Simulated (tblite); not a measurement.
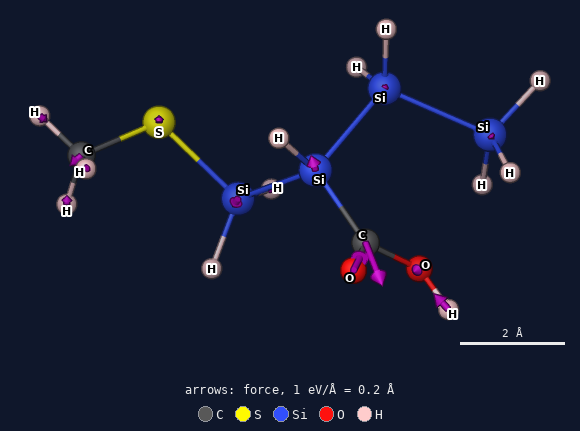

Starting geometry of C2H12O2SSi4 with the computed forces as purple arrows. Style: ball-and-stick. Shown at a tilt.

Computed with tblite, GFN2-xTB geometry optimisation, gas phase. 

Q: What follows when this structure is relaxed?

A: It isn't relaxed: the largest force vector, on a C atom, is 5.92 eV/Å. The final displacements have little in common with the starting forces (cosine between the two patterns 0.07). Over 247 geometry steps the energy falls by 26.8 kcal/mol. An H atom moves most after the best rigid fit: 2.33 Å. Largest moves by element: H 2.33 Å, S 1.37 Å, C 1.27 Å, Si 0.98 Å, O 0.65 Å. Near-neighbour distances that change, for instance: Si–Si 2.216 → 2.328 Å, C–Si 1.821 → 1.906 Å, Si–Si 2.261 → 2.341 Å, C–O 1.274 → 1.203 Å. Among the angles between lasting bonds that change: C–S–Si 112.1° → 100.0°, Si–Si–Si 107.3° → 118.4°, Si–Si–C 114.1° → 103.4°. Groups turn about Si–Si by about 55°, S–Si by about 50°. Cost: 6.4 s on 1 thread of Arm Neoverse N1, on a shared host.
